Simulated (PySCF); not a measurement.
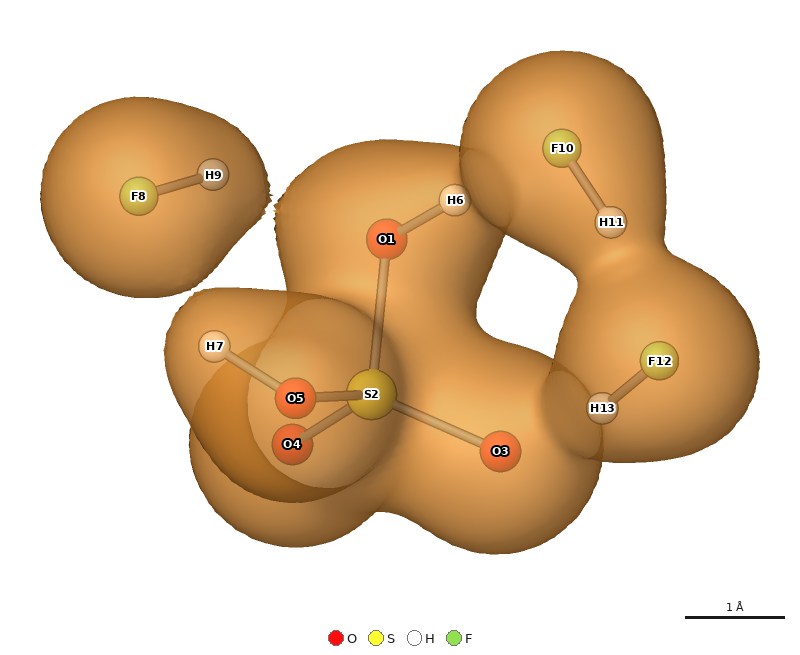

Figure 1: H2O4S···HF···HF···HF (SMILES O=S(=O)(O)O.F.F.F). Isosurface of the electron density at 0.2 e/Å³ (orange), seen at an oblique angle.

Geometry: PBE0-D3(BJ)/def2-SVPD.

Theory: PySCF 2.14.0, wB97M-D3(BJ)/def2-SVPD, SCF density, gas phase.

```xyz
13

O    -1.1528    0.6500    0.0958
S    -0.2048   -0.6097    0.3931
O    -0.1860   -1.4912   -0.7721
O    -0.5864   -1.1111    1.6817
O     1.2382    0.0585    0.4158
H    -1.0700    0.9467   -0.8581
H     1.2398    0.7882    1.0738
F     0.2620    2.1820    1.7989
H    -0.5244    1.9549    1.3473
F    -0.8567    1.3437   -2.3632
H    -0.4325    0.6089   -2.8158
F     0.2180   -0.7239   -3.1151
H     0.1391   -1.1336   -2.2463
```

> Which contacts does the surface bridge?

At this value the surface falls into two separate pieces. It bridges the sampled F···H (1.51 Å), S–O (1.43 Å), F–H (0.93 Å) and S–O (1.59 Å) contacts, where the density stays above the isovalue. On the grid the lowest density along these lines, outside the cores, is 0.4 e/Å³ (F···H, 1.51 Å), 2.1 e/Å³ (S–O, 1.43 Å), 2.3 e/Å³ (F–H, 0.93 Å) and 1.5 e/Å³ (S–O, 1.59 Å).
